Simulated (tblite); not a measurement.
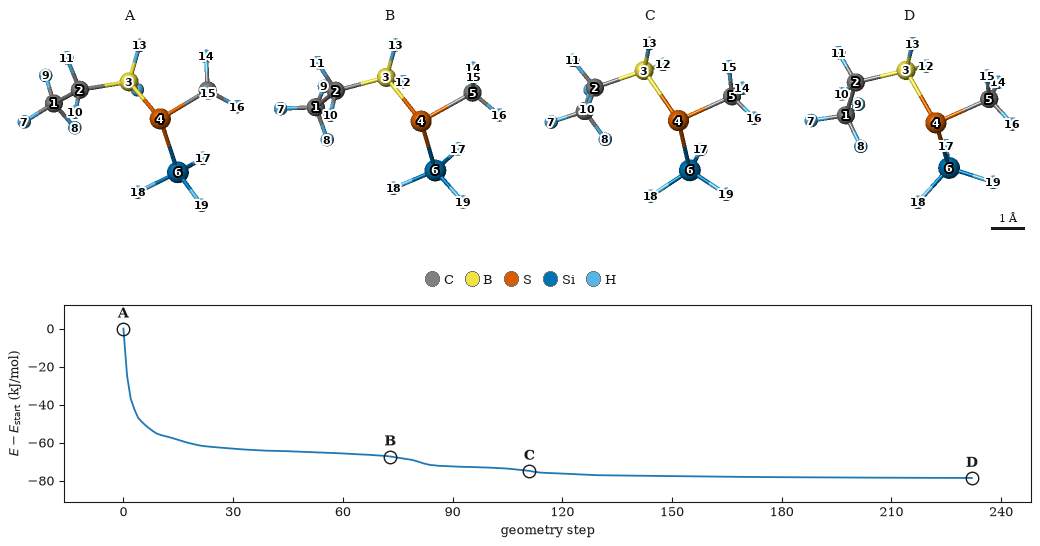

Frames of a relaxation of C₃H₁₃BSSi, marked on the history of the run. Style: ball-and-stick. Shown at a tilt.

Method: tblite, GFN2-xTB geometry optimisation, gas phase. 

Describe the path.

Answer. H9 moves most after the best rigid fit: 1.38 Å. Largest moves by element: H 1.38 Å, B 0.58 Å, C 0.53 Å, Si 0.41 Å, S 0.27 Å. Near-neighbour distances that change, for instance: B3–S4 1.868 → 2.061 Å, S4–Si6 2.099 → 2.191 Å, C2–H11 1.128 → 1.094 Å, C2–B3 1.583 → 1.613 Å. Among the angles between lasting bonds that change: C5–S4–Si6 109.9° → 99.7°, B3–S4–C5 107.4° → 97.6°, S4–Si6–H19 113.1° → 103.4°. Groups turn about S4–C5 by about 55°, C2–B3 by about 50°, S4–Si6 by about 35°. The energy falls by 78.5 kJ/mol in 232 geometry steps. From step 0 to 73: H9 moves most (0.72 Å), energy −67.2 kJ/mol. From step 73 to 111: H14 moves most (0.77 Å), energy −7.55 kJ/mol. From step 111 to 232: H19 moves most (0.65 Å), energy −3.73 kJ/mol.
